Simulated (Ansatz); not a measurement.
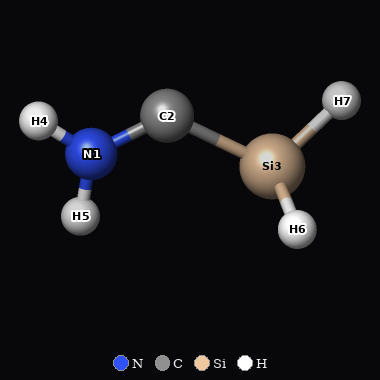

The system is CH4NSi, spin multiplicity 2; the picture shows the reference structure. First axis: dihedral N1–C2–Si3–H6. Second axis: dihedral H4–N1–C2–Si3. Nothing is relaxed (all other coordinates rigid). The scan uses an 18 × 18 grid. Points are written as (first, second). Energies: eV, counted from the relaxed molecule at the same level. Energies and slopes of some neighbouring points disagree (a jump in structure or state, or too coarse a mesh). In part of the range the unrestricted reference is strongly spin-contaminated. The calculation used UHF/def2-SVP in Ansatz.

Its coordinates:

```yaml
atoms:
  - { symbol: N, position_ang: [-1.1875, 0.1656, -0.7831] }
  - { symbol: C, position_ang: [0.1015, -0.0433, -0.6883] }
  - { symbol: Si, position_ang: [1.0413, -0.4708, 0.8412] }
  - { symbol: H, position_ang: [-1.5889, 0.4454, -1.6585] }
  - { symbol: H, position_ang: [-1.8447, 0.0740, -0.0283] }
  - { symbol: H, position_ang: [1.0410, 0.6775, 1.7880] }
  - { symbol: H, position_ang: [2.4373, -0.8483, 0.5290] }
```

Range: dihedral N1–C2–Si3–H6 from −180 to 160°; dihedral H4–N1–C2–Si3 from −180 to 160°.

What will the energy surface look like?

The lowest grid point is at (−60°, −180°), 0.011 eV from the relaxed molecule at the same level. Other grid points that lie below all their neighbours: (−160°, −180°) (0.0005 eV higher); (−160°, 0°) (0.033 eV higher); (−60°, 0°) (0.034 eV higher). The highest grid point, (60°, 140°), lies 0.72 eV above the lowest.

```tsv
dihedral H4–N1–C2–Si3 ↓, dihedral N1–C2–Si3–H6 →	−180	−140	−100	−60	−20	20	60	100	140
140	0.21	0.38	0.41	0.29	0.37	0.63	0.73	0.52	0.23
100	0.18	0.33	0.34	0.21	0.29	0.56	0.70	0.54	0.25
60	0.25	0.36	0.35	0.18	0.20	0.49	0.71	0.62	0.36
20	0.10	0.24	0.19	0.19	0.25	0.32	0.50	0.41	0.25
−20	0.19	0.18	0.24	0.10	0.23	0.41	0.50	0.32	0.26
−60	0.18	0.35	0.36	0.26	0.35	0.61	0.71	0.51	0.21
−100	0.21	0.34	0.34	0.19	0.24	0.53	0.70	0.58	0.30
−140	0.29	0.40	0.38	0.21	0.21	0.50	0.72	0.64	0.39
−180	0.02	0.07	0.08	0.01	0.18	0.24	0.36	0.23	0.18
```

The table holds every second grid line.

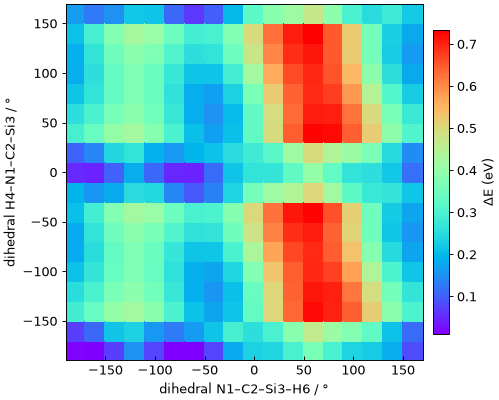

In the figure: one coloured cell a grid point.

Each point was launched as `ansatz run input.yaml --threads 1 --pin off --max-ram 2560MiB --backend cpu --events-out ev --progress --plain --runs-dir out`. The whole map (324 points run) took 12 min on 1 thread of Intel(R) Xeon(R) Platinum 8488C (Sapphire Rapids) (shared host).
